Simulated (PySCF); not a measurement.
## Electronic structure of CuO (charge −1) in real space

```xyz
2

Cu    0.0000    0.0000   -0.3409
O     0.0000    0.0000    1.3411
```

Method: PBE0/aug-cc-pVDZ(-PP), non-relativistic Hamiltonian with scalar-relativistic core potentials where named, at a bond length of 1.682 Å in PySCF.

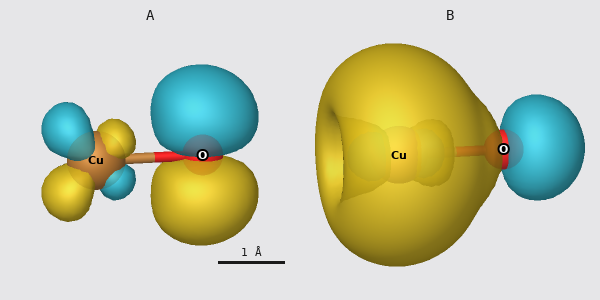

Figure 1. Two frontier orbitals, each drawn at the value that holds 80 % of its norm (yellow and cyan are the two phases), in no order; of a degenerate pair one member is drawn.

Q: Name the orbitals and rank them from lowest to highest energy.

A: Orbital B: σ, occupied, −0.65 eV; mainly on Cu (80 %).
Orbital A: π, occupied, −0.10 eV; shared between the atoms (Cu 30 %, O 70 %).

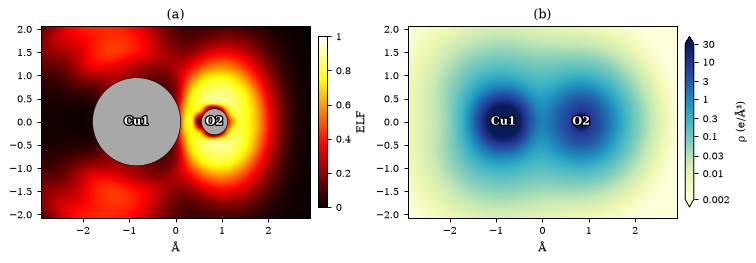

Figure 2. (a) electron localisation function; (b) total electron density on a plane that holds the molecular axis. Grey discs cover the atomic cores in the ELF map.

Q: What does the map show?

A: Atoms in the plane: Cu and O. Cu–O (1.68 Å): ρ at the midpoint is about 1.2 e/Å³; the ELF peaks at about 0.75 in the valence shell of O, 0.6 Å from its nucleus, and is about 0.25 at the midpoint.
